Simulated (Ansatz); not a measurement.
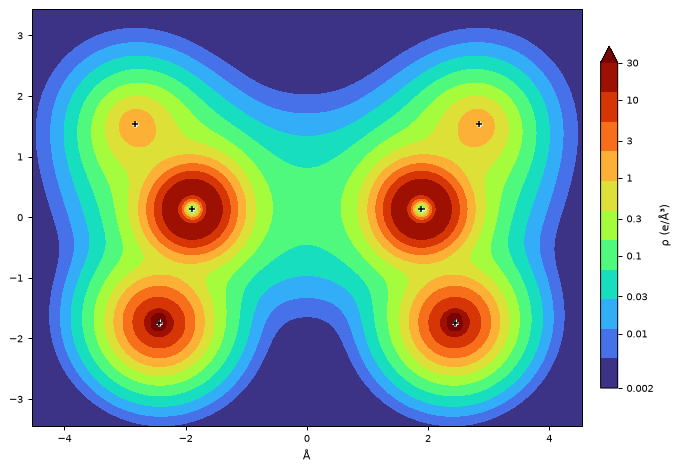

The electron density on a plane through atoms (crosses mark nuclei in the plane).

Computed with isolated molecule in a Gaussian basis; Kohn-Sham density functional theory, functional PBE0 in Ansatz 0.2.0.

Candidates:
A. ClFH$_{3}$SbSi (SMILES [F][Sb]([SiH3])[Cl])
B. FH$_{5}$OSi$_{2}$ (SMILES F[SiH][OH+][SiH3]) (charge +1, doublet)
C. Br$_{2}$F$_{2}$H$_{2}$In$_{2}$ (SMILES [F][InH-]1[Br+][InH-]([F])[Br+]1)

### Which candidate gave the map?

Candidate C: Br$_{2}$F$_{2}$H$_{2}$In$_{2}$ on the plane of atoms F4, In6 and H8, which holds F, In and H. In–F (1.95 Å): ρ at the midpoint is about 0.73 e/Å³. In–H (1.70 Å): ρ at the midpoint is about 1.2 e/Å³.
